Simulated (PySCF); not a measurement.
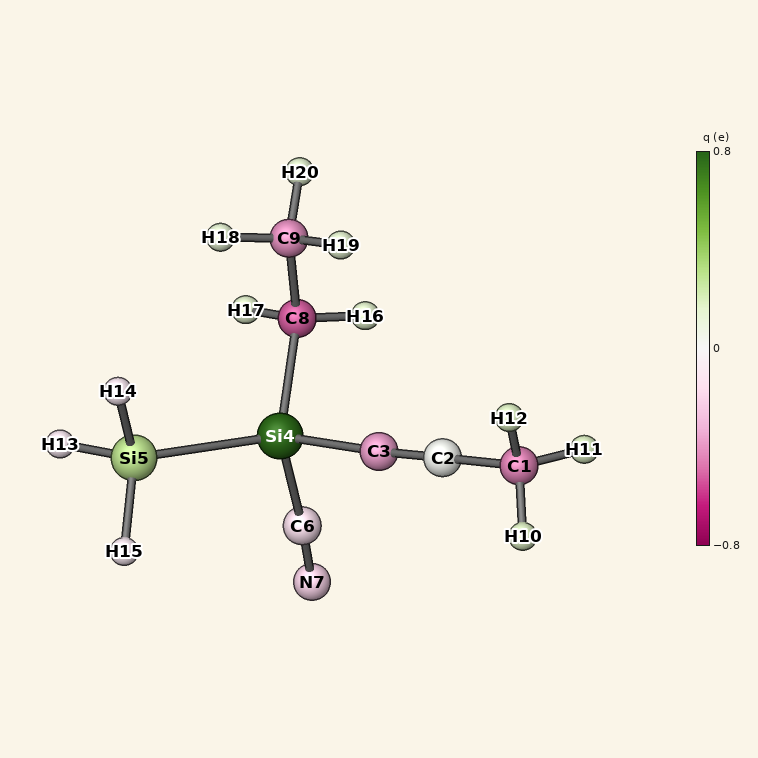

Atoms are coloured by their IAO charges. The geometry was computed by an optimisation with GFN2-xTB. No frequency run is at hand to confirm it as a minimum. Properties computed with PBE0/pcSseg-1, gas phase (PySCF 2.14.0).

Give the IAO charges atom by atom.

| atom | value (e) |
| --- | --- |
| C1 | −0.44 |
| C2 | 0.02 |
| C3 | −0.38 |
| Si4 | 0.77 |
| Si5 | 0.30 |
| C6 | −0.14 |
| N7 | −0.21 |
| C8 | −0.51 |
| C9 | −0.41 |
| H10 | 0.18 |
| H11 | 0.18 |
| H12 | 0.18 |
| H13 | −0.09 |
| H14 | −0.09 |
| H15 | −0.08 |
| H16 | 0.16 |
| H17 | 0.15 |
| H18 | 0.13 |
| H19 | 0.14 |
| H20 | 0.15 |

The geometry is semi-empirical. Around Si such bond lengths and angles can be off by a tenth of an ångström or more and by several degrees, and values that hang on the shape move with them.
